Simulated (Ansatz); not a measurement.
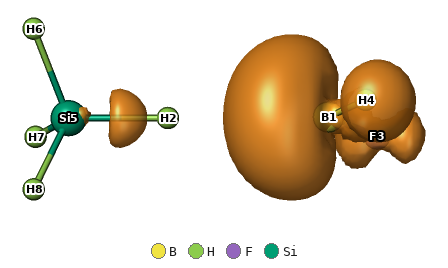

The picture shows: BFH···SiH₄ (doublet). Isosurfaces of the spin density at +0.03 (orange) and −0.03 e/Å³ (purple), seen from one side.

Not at a stationary point (largest force 0.6 eV/Å).

These are results of Ansatz, UKS BLYP-D4/def2-SVP, not measurements.

```xyz
8

B     0.0358   -0.0115   -0.4641
H     0.0081    0.0005    1.9319
F     1.1499    0.0095   -1.1702
H    -1.0487    0.0002   -1.0385
Si   -0.0060    0.0004    3.4134
H    -0.7735   -1.1856    3.9214
H     1.4011   -0.0688    3.9307
H    -0.6539    1.2553    3.9226
```

Where is the unpaired spin?

The unpaired spin (1 electron) lies mostly on B1 (about 0.7), H4 (about 0.1) and F3 (about 0.1), in electrons by Hirshfeld's partition. Only one sign reaches the isovalue.
